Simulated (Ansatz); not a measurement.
**SiHCl (SMILES [SiH]Cl) at PBE/cc-pVTZ**

What is the electronic atomisation energy of SiHCl at PBE/cc-pVTZ? 

Program for the calculation: Ansatz 0.2.0.

59 further runs of the same task are left out: 59 set aside as unsound or not needed.

## (1) The system as given

SiHCl has 3 atoms, charge 0, and is taken as a singlet. As SMILES, `[SiH]Cl`. Geometry: relaxed at PBE0-D4/def2-TZVP.

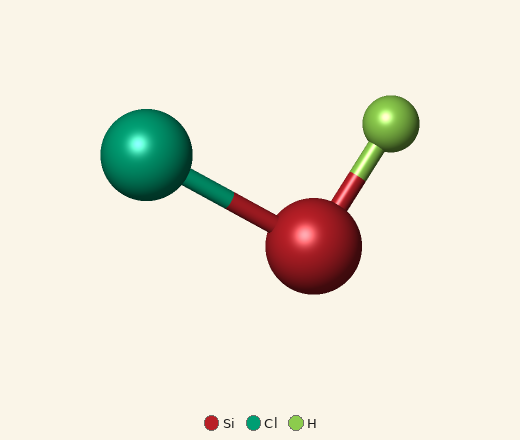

Viewed from a chosen angle; silicon red, chlorine teal, hydrogen green.

## (2) A single-point energy at PBE/cc-pVTZ

Input file run.yaml:

```yaml
crystal:
  periodic: [false, false, false]
  atoms:
    - {symbol: Si, position_ang: [-0.548300, 0.570970, -0.233910]}
    - {symbol: Cl, position_ang: [1.275420, 0.352820, 0.736230]}
    - {symbol: H, position_ang: [-0.727130, -0.923790, -0.502320]}
basis:
  gaussian:
    orbitals: cc-pVTZ
hamiltonian:
  xc: pbe
accuracy: high
output: {orbitals: {seedname: orbitals}}
```

Launch:

```sh
$ ansatz run run.yaml --threads 1 --pin off --max-ram 3480MiB --events-out events.jsonl --progress --plain --runs-dir runs
```

What it wrote:

```text
Warning: RAYON_NUM_THREADS=1 ignored (pool sized by the plan → 1); use --threads N
Functional definition: PBE
  name "PBE"
  parameter kappa = 0.804
  parameter beta = 0.06672455060314922
  exchange = pbe_x(kappa = kappa, mu = beta*pi^2/3)
  correlation = pbe_c(beta = beta)
1263 factors; integrals over basis functions are off by at most 3.9e-9 eV
mean field evaluation 1: about -20407.1258 eV, gradient 1.4e1 eV
mean field evaluation 2: about -20407.1343 eV, gradient 1.5e1 eV
mean field evaluation 4: about -20407.8102 eV, gradient 1.7e0 eV
mean field evaluation 8: about -20407.8160 eV, gradient 3.4e-2 eV
mean field evaluation 16: about -20407.8160 eV, gradient 1.6e-6 eV
mean field -20407.81595514 eV, -749.9734034369 hartree, gradient 1.8e-8 eV, S^2 0.000000; 0 other end points of the search recorded, 0 dependent functions left out
reference -20407.81595748 eV, -749.9734035229 hartree; 16, 16 occupied and 66, 66 virtual orbitals, 1263 factors
Total energy: -20407.81595748 eV, -749.9734035229 hartree
```

It took 3.3 s on 1 thread of Arm Neoverse V1, shared host; peak memory 0.15 GiB.

## (3) The Cl atom

Input file in.yaml:

```yaml
crystal:
  periodic: [false, false, false]
  atoms:
    - symbol: Cl
      position_ang: [0.000000, 0.000000, 0.000000]
basis:
  gaussian: {orbitals: cc-pVTZ}
magnetization: {spin_polarized: true, initial_magnetization: 1}
hamiltonian: {xc: {name: PBE}}
accuracy: high
```

Run the same way, it converges to -459.96546 Eh (log not shown).

## (4) The H atom at the same level

Input file molecule.yaml:

```yaml
crystal:
  periodic: [false, false, false]
  atoms:
    - {symbol: H, position_ang: [0.000000, 0.000000, 0.000000]}
basis:
  gaussian:
    orbitals: cc-pVTZ
magnetization:
  spin_polarized: true
  initial_magnetization: 1
hamiltonian:
  xc: pbe
accuracy: high
```

Run the same way, it converges to -0.49962 Eh (log not shown).

## (5) The Si atom at the same level

Input file in.yaml:

```yaml
crystal:
  periodic: [false, false, false]
  atoms:
    - symbol: Si
      position_ang: [0.000000, 0.000000, 0.000000]
basis:
  gaussian:
    orbitals: cc-pVTZ
magnetization:
  spin_polarized: true
  initial_magnetization: 2
hamiltonian:
  xc: pbe
accuracy: high
```

Launch:

```sh
$ ansatz run in.yaml --threads 1 --pin off --max-ram 3480MiB --events-out events.jsonl --progress --plain --runs-dir runs
```

What it wrote:

```text
Warning: RAYON_NUM_THREADS=1 ignored (pool sized by the plan → 1); use --threads N
Functional definition: PBE
  name "PBE"
  parameter kappa = 0.804
  parameter beta = 0.06672455060314922
  exchange = pbe_x(kappa = kappa, mu = beta*pi^2/3)
  correlation = pbe_c(beta = beta)
342 factors; integrals over basis functions are off by at most 3.0e-9 eV
mean field evaluation 1: about -7870.1577 eV, gradient 2.9e0 eV
mean field evaluation 2: about -7870.2417 eV, gradient 1.4e0 eV
mean field evaluation 4: about -7870.2556 eV, gradient 3.9e-1 eV
mean field evaluation 8: about -7870.2561 eV, gradient 2.0e-4 eV
mean field evaluation 16: about -7870.1350 eV, gradient 3.0e0 eV
mean field evaluation 32: about -7870.2570 eV, gradient 7.2e-2 eV
mean field -7870.25609733 eV, -289.2265769255 hartree, gradient 1.5e-8 eV, S^2 2.003911; 2 other end points of the search recorded, 0 dependent functions left out
reference -7870.25609925 eV, -289.2265769963 hartree; 8, 6 occupied and 26, 28 virtual orbitals, 342 factors
Total energy: -7870.25609925 eV, -289.2265769963 hartree
```

Wall time 1.5 s (1 thread of Arm Neoverse V1, shared host).

## (6) What came out

At PBE/cc-pVTZ:

| quantity | value |
| --- | --- |
| molecule: total energy | -749.97340 Eh |
| molecule: HOMO energy | -5.89 eV |
| molecule: LUMO energy | -3.81 eV |
| molecule: HOMO–LUMO gap | 2.08 eV |
| Cl atom: total energy | -459.96546 Eh |
| Cl atom: ⟨S²⟩ | 0.753 |
| H atom: total energy | -0.49962 Eh |
| H atom: ⟨S²⟩ | 0.750 |
| Si atom: total energy | -289.22658 Eh |
| Si atom: ⟨S²⟩ | 2.004 |
| electronic atomisation energy | 7.667 eV |

In words: Taking the molecule apart into free atoms costs 7.67 eV (740 kJ/mol), before zero-point energy and without spin-orbit coupling.
